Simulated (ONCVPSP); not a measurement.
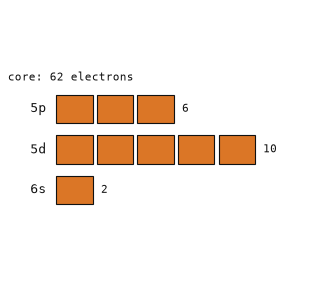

The valence shells of the reference configuration: a box for each of the 2l + 1 orbitals, shaded by the share of the shell that is filled, with the electron count at the right.

## Tl: pseudopotential generation (part 1 of 2)

- system: thallium (Tl, Z = 81), core [Kr] 4d10 4f14 5s2, reference valence 5p6 5d10 6s2 (an ion of charge +1), valence charge 19.
- method: ONCV potential, LDA (Perdew-Wang 92), fully relativistic, made with ONCVPSP 4.0.1

The input:
```
# ATOM AND REFERENCE CONFIGURATION
# atsym  z   nc   nv     iexc    psfile
  Tl 81.00   11    3  -001012      upf
#
#   n    l    f
    1    0    2.00
    2    0    2.00
    2    1    6.00
    3    0    2.00
    3    1    6.00
    3    2   10.00
    4    0    2.00
    4    1    6.00
    4    2   10.00
    4    3   14.00
    5    0    2.00
    5    1    6.00
    5    2   10.00
    6    0    2.00
#
# PSEUDOPOTENTIAL AND OPTIMIZATION
# lmax
    2
#
#   l,   rc,      ep,       ncon, nbas, qcut
    0    1.90    0.00    4    7    2.70
    1    1.30    0.00    4    9   12.30
    2    2.15    0.00    4    8    8.30
#
# LOCAL POTENTIAL
# lloc, lpopt,  rc(5),   dvloc0
    4    5    1.25    0.00
#
# VANDERBILT-KLEINMAN-BYLANDER PROJECTORs
# l, nproj, debl
    0    2    2.40
    1    2    2.10
    2    2    2.90
#
# MODEL CORE CHARGE
# icmod, fcfact, rcfact
    0    0.00    0.00
#
# LOG DERIVATIVE ANALYSIS
# epsh1, epsh2, depsh
   -5.00    5.00    0.04
#
# OUTPUT GRID
# rlmax, drl
    6.00    0.01
#
# TEST CONFIGURATIONS
# ncnf
    4
# nvcnf
#   n    l    f
    4
    5    1    6.00
    5    2   10.00
    6    0    2.00
    6    1    1.00
#
    3
    5    1    6.00
    5    2   10.00
    6    0    1.00
#
    3
    5    1    6.00
    5    2   10.00
    6    0    0.00
#
    4
    5    1    6.00
    5    2    9.00
    6    0    2.00
    6    1    2.00
#
```

Hardware: 1 CPU thread, shared host.

Run as:
```bash
oncvpspr.x < Tl.dat > Tl.out
```

Output (extracts):
```
ONCVPSP  (Optimized Norm-Conservinng Vanderbilt PSeudopotential)
relativistic version 4.0.1

#   n    l    f        energy (Ha)
    1    0    2.00    -3.1395070D+03
    2    0    2.00    -5.5878155D+02
    2    1    6.00    -4.6063025D+02    -5.3647417D+02
    3    0    2.00    -1.3355275D+02
    3    1    6.00    -1.0662866D+02    -1.2348670D+02
    3    2   10.00    -8.6387497D+01    -8.9989783D+01
    4    0    2.00    -2.9989075D+01
    4    1    6.00    -2.1548195D+01    -2.5656209D+01
    4    2   10.00    -1.3704268D+01    -1.4470584D+01
    4    3   14.00    -4.3874658D+00    -4.5566250D+00
    5    0    2.00    -5.0833775D+00
    5    1    6.00    -2.8724377D+00    -3.6237255D+00
    5    2   10.00    -8.1234010D-01    -8.9410048D-01
    6    0    2.00    -6.1319357D-01

Reference configufation results
  iterations    22
  all-electron total energy (Ha)   -2.02776211D+04

Begin loop to  construct optimized pseudo wave functions
and semi-local pseudopoentials for all angular momenta

   Wellstate for l =  0  n =  8 kap= -1
     eigenvalue =   1.7868
     asymptotic potential =   2.2868
     half-point radius =  3.9522

Calculating optimized projector #   1

 for l=   0

    Fraction of norm inside rc  0.290812
    Optimizing pswf for qcut=   2.70 a_B^-1,  ecut=   3.66 Ha
    Residual kinetic energy error=  1.36D-02 Ha

    Energy error per electron        Cutoff
         Ha          eV             Ha
         0.01000     0.27211        3.93
         0.00100     0.02721       11.58
         0.00010     0.00272       24.40
         0.00001     0.00027       28.77

Calculating optimized projector #   2

 for l=   0

    Fraction of norm inside rc  0.097588
    Optimizing pswf for qcut=   2.70 a_B^-1,  ecut=   3.66 Ha
    Residual kinetic energy error=  1.36D-01 Ha

    Energy error per electron        Cutoff
         Ha          eV             Ha
         0.01000     0.27211       10.98
         0.00100     0.02721       41.32
         0.00010     0.00272       49.54
         0.00001     0.00027       66.68

WARNING wellstate: negative energy specified for n= 6 l=  1
WARNING scattering state with energy  0.25000000
WARNING will be used for the first projector

   Wellstate for l =  1  n =  7 kap= -2
     eigenvalue =   0.2500
     asymptotic potential =   0.7500
     half-point radius =  6.3057

Calculating optimized projector #   1

 for l=   1

    Fraction of norm inside rc  0.798835
    Optimizing pswf for qcut=  12.30 a_B^-1,  ecut=  75.70 Ha
    Residual kinetic energy error=  3.12D-08 Ha

    Energy error per electron        Cutoff
         Ha          eV             Ha
         0.01000     0.27211       37.66
         0.00100     0.02721       47.95
         0.00010     0.00272       56.05
         0.00001     0.00027       62.90

Calculating optimized projector #   2

 for l=   1

    Fraction of norm inside rc  0.023454
    Optimizing pswf for qcut=  12.30 a_B^-1,  ecut=  75.70 Ha
    Residual kinetic energy error=  5.59D-09 Ha

    Energy error per electron        Cutoff
         Ha          eV             Ha
         0.01000     0.27211       22.85
         0.00100     0.02721       38.53
         0.00010     0.00272       49.29
         0.00001     0.00027       57.66

   Wellstate for l =  1  n =  7 kap=  1
     eigenvalue =  -1.5237

Calculating optimized projector #   1

 for l=   1

    Fraction of norm inside rc  0.875895
    Optimizing pswf for qcut=  12.30 a_B^-1,  ecut=  75.70 Ha
    Residual kinetic energy error=  4.99D-08 Ha

    Energy error per electron        Cutoff
         Ha          eV             Ha
         0.01000     0.27211       37.81
         0.00100     0.02721       48.67
         0.00010     0.00272       56.92
         0.00001     0.00027       63.75

Calculating optimized projector #   2

 for l=   1

    Fraction of norm inside rc  0.022436
    Optimizing pswf for qcut=  12.30 a_B^-1,  ecut=  75.70 Ha
    Residual kinetic energy error=  2.13D-08 Ha

    Energy error per electron        Cutoff
         Ha          eV             Ha
         0.01000     0.27211       13.94
         0.00100     0.02721       39.45
         0.00010     0.00272       51.08
         0.00001     0.00027       59.83

   Wellstate for l =  2  n =  7 kap= -3
     eigenvalue =   2.0877
     asymptotic potential =   2.5877
     half-point radius =  3.4533

Calculating optimized projector #   1

 for l=   2

    Fraction of norm inside rc  0.898908
    Optimizing pswf for qcut=   8.30 a_B^-1,  ecut=  34.43 Ha
    Residual kinetic energy error=  1.09D-08 Ha

    Energy error per electron        Cutoff
         Ha          eV             Ha
         0.01000     0.27211       16.93
         0.00100     0.02721       21.38
         0.00010     0.00272       25.01
         0.00001     0.00027       28.07

Calculating optimized projector #   2

 for l=   2

    Fraction of norm inside rc  0.210303
    Optimizing pswf for qcut=   8.30 a_B^-1,  ecut=  34.43 Ha
    Residual kinetic energy error=  1.45D-07 Ha

    Energy error per electron        Cutoff
         Ha          eV             Ha
         0.01000     0.27211       17.16
         0.00100     0.02721       21.81
         0.00010     0.00272       25.91
         0.00001     0.00027       29.36

   Wellstate for l =  2  n =  7 kap=  2
     eigenvalue =   2.0059

Calculating optimized projector #   1

 for l=   2

    Fraction of norm inside rc  0.917567
    Optimizing pswf for qcut=   8.30 a_B^-1,  ecut=  34.43 Ha
    Residual kinetic energy error=  1.41D-08 Ha

    Energy error per electron        Cutoff
         Ha          eV             Ha
         0.01000     0.27211       17.52
         0.00100     0.02721       21.83
         0.00010     0.00272       25.40
         0.00001     0.00027       28.41

Calculating optimized projector #   2

 for l=   2

    Fraction of norm inside rc  0.221278
    Optimizing pswf for qcut=   8.30 a_B^-1,  ecut=  34.43 Ha
    Residual kinetic energy error=  2.06D-07 Ha

    Energy error per electron        Cutoff
         Ha          eV             Ha
         0.01000     0.27211       17.80
         0.00100     0.02721       22.42
         0.00010     0.00272       26.48
         0.00001     0.00027       29.79

Construct Vanderbilt / Kleinmman-Bylander projectors

B matrix Hermiticity error, ll=  0  kap= -1
   1   2   -1.8355D-04

  Orthonormal projector coefficients  1.2668E+01  1.9205E+00

B matrix Hermiticity error, ll=  1  kap= -2
   1   2   -3.8368D-04

  Orthonormal projector coefficients  1.3627E+01  8.7552E-01

B matrix Hermiticity error, ll=  1  kap=  1
   1   2   -5.1227D-04

  Orthonormal projector coefficients  1.4250E+01  1.4605E+00

B matrix Hermiticity error, ll=  2  kap= -3
   1   2   -3.8240D-04

  Orthonormal projector coefficients -2.4337E+01  2.2878E+00

B matrix Hermiticity error, ll=  2  kap=  2
   1   2   -4.1039D-04

  Orthonormal projector coefficients  3.2421E+00 -1.6081E+00

 Orthonormal scalar projector coefficients, l =  1
  1.3629E+01  1.2237E+00  5.2309E-02  6.7896E-05

 Orthonormal spin-orbit projector coefficients, l =  1
 -2.7385E+00  1.8435E+00  8.9875E-02 -5.2217E-04

 Orthonormal scalar projector coefficients, l =  2
 -1.4828E+01  2.2756E+00 -2.3743E-02  1.0486E-04

 Orthonormal spin-orbit projector coefficients, l =  2
 -9.6153E+00  1.1514E-01  2.8231E-02 -1.1946E-03

Pseudoatom total energy -132.431970

Diagnostic tests using Vanderbilt-Kleinman-Bylander pseudopotentials
  relativistic with J = L +/- 1/2 projectors

   l  kap   rcore       rmatch      e in        delta e    norm test   slope test

   0  -1   1.9055408   1.9633971  -0.6131936  -0.0000011   1.0000511   1.0000157
   0  -1   1.9055408   1.9633971   1.7868064   0.0000022   1.0003362   1.0003362

   1  -2   1.3072103   1.3469000  -2.8724377  -0.0000112   1.0002366   1.0002760
   1   1   1.3072103   1.3469000  -3.6237255   0.0000476   1.0002360   1.0002506
   1  -2   1.3072103   1.3469000   0.2500000   0.0000752   1.0006075   1.0006075
   1   1   1.3072103   1.3469000   0.2110301   0.0002216   1.0007123   1.0007123

   2  -3   2.1606073   2.2262080  -0.8123401   0.0001052   0.9997600   0.9998766
   2   2   2.1606073   2.2262080  -0.8941005  -0.0000074   1.0001509   1.0001455
   2  -3   2.1606073   2.2262080   2.0876599   0.0001436   1.0005630   1.0005630
   2   2   2.1606073   2.2262080   2.0628319   0.0000217   1.0001134   1.0001134

Diagnostic tests using Vanderbilt-Kleinman-Bylander pseudopotentials
  relativistic with scalar and spin-orbit non-local projectors

   l  kap   rcore       rmatch      e in        delta e    norm test   slope test

   0  -1   1.9055408   1.9633971  -0.6131936  -0.0000011   1.0000511   1.0000157
   0  -1   1.9055408   1.9633971   1.7868064   0.0000022   1.0003362   1.0003362

   1  -2   1.3072103   1.3469000  -2.8724377   0.0000046   1.0002383   1.0002837
   1   1   1.3072103   1.3469000  -3.6237255   0.0000105   1.0002282   1.0002334
   1  -2   1.3072103   1.3469000   0.2500000   0.0000757   1.0006085   1.0006085
   1   1   1.3072103   1.3469000   0.2110301   0.0002117   1.0007196   1.0007196

   2  -3   2.1606073   2.2262080  -0.8123401   0.0003426   0.9998034   1.0001499
   2   2   2.1606073   2.2262080  -0.8941005  -0.0003903   1.0000368   0.9997094
   2  -3   2.1606073   2.2262080   2.0876599   0.0003557   1.0004944   1.0004944
   2   2   2.1606073   2.2262080   2.0628319  -0.0004103   1.0002312   1.0002312

Ghost test for J = L + 1/2

 Testing for bound ghosts
   n   l    E NL Schr. Eq   E Basis Diag.   E Cutoff

       0                       -3.892732     51.26  WARNING - GHOST(-)
   1   0       -0.613195       -0.609677     51.26

   2   1       -2.872449       -2.872417    232.04

       2                       -9.880735     74.13  WARNING - GHOST(-)
   3   2       -0.812235       -0.812219     74.13

 Testing for highly-localized positive-energy ghosts
       l    <radius>/rc     E Basis Diag.   E Cutoff

Ghost test for J = L - 1/2

 Testing for bound ghosts
   n   l    E NL Schr. Eq   E Basis Diag.   E Cutoff

       0                       -3.892732     51.26  WARNING - GHOST(-)
   1   0       -0.613195       -0.609677     51.26

   2   1       -3.623678       -3.623672    232.04

   3   2       -0.894108       -0.894099     74.13

 Testing for highly-localized positive-energy ghosts
       l    <radius>/rc     E Basis Diag.   E Cutoff

Test configuration 0

   n   l kap    f        eae           eps        diff
   1   0  -1  2.0000-3139.50699629
   2   0  -1  2.0000 -558.78155016
   2   1  -2  4.0000 -460.63024574
   2   1   1  2.0000 -536.47416636
   3   0  -1  2.0000 -133.55274530
   3   1  -2  4.0000 -106.62866348
   3   1   1  2.0000 -123.48669919
   3   2  -3  6.0000  -86.38749696
   3   2   2  4.0000  -89.98978281
   4   0  -1  2.0000  -29.98907547
   4   1  -2  4.0000  -21.54819493
   4   1   1  2.0000  -25.65620940
   4   2  -3  6.0000  -13.70426843
   4   2   2  4.0000  -14.47058409
   4   3  -4  8.0000   -4.38746575
   4   3   3  6.0000   -4.55662495
   5   0  -1  2.0000   -5.08337754
   5   1  -2  4.0000   -2.87243767   -2.87244888   -1.12E-05
   5   1   1  2.0000   -3.62372545   -3.62367788    4.76E-05
   5   2  -3  6.0000   -0.81234010   -0.81223491    1.05E-04
   5   2   2  4.0000   -0.89410048   -0.89410792   -7.44E-06
   6   0  -1  2.0000   -0.61319357   -0.61319467   -1.10E-06

    Total energies and differences
      AE_ref= -2.02776211E+04  AE_tst= -2.02776211E+04  dif=  0.00E+00
      PS_ref= -1.32431970E+02  PS_tst= -1.32431970E+02  dif=  2.84E-14
      PSP excitation error= -2.84E-14

Test configuration 1

   n   l kap    f        eae           eps        diff
   1   0  -1  2.0000-3139.23323918
   2   0  -1  2.0000 -558.50892153
   2   1  -2  4.0000 -460.35755494
   2   1   1  2.0000 -536.20134389
   3   0  -1  2.0000 -133.28021595
   3   1  -2  4.0000 -106.35612521
   3   1   1  2.0000 -123.21415099
   3   2  -3  6.0000  -86.11502813
   3   2   2  4.0000  -89.71731432
   4   0  -1  2.0000  -29.71654680
   4   1  -2  4.0000  -21.27566507
   4   1   1  2.0000  -25.38367844
   4   2  -3  6.0000  -13.43176032
   4   2   2  4.0000  -14.19807473
   4   3  -4  8.0000   -4.11495836
   4   3   3  6.0000   -4.28411808
   5   0  -1  2.0000   -4.81071583
   5   1  -2  4.0000   -2.59941887   -2.59894330    4.76E-04
   5   1   1  2.0000   -3.35091239   -3.35015860    7.54E-04
   5   2  -3  6.0000   -0.54072392   -0.54047230    2.52E-04
   5   2   2  4.0000   -0.62203743   -0.62185843    1.79E-04
   6   0  -1  2.0000   -0.36021937   -0.36026685   -4.75E-05
   6   1  -2  0.6667   -0.08461781   -0.08462060   -2.79E-06
   6   1   1  0.3333   -0.12440515   -0.12439715    8.00E-06

    Total energies and differences
      AE_ref= -2.02776211E+04  AE_tst= -2.02778236E+04  dif= -2.03E-01
      PS_ref= -1.32431970E+02  PS_tst= -1.32634493E+02  dif= -2.03E-01
      PSP excitation error= -5.88E-06

Test configuration 2
```

(Continued in part 2.) Outcome of the run: generated, with a ghost state.
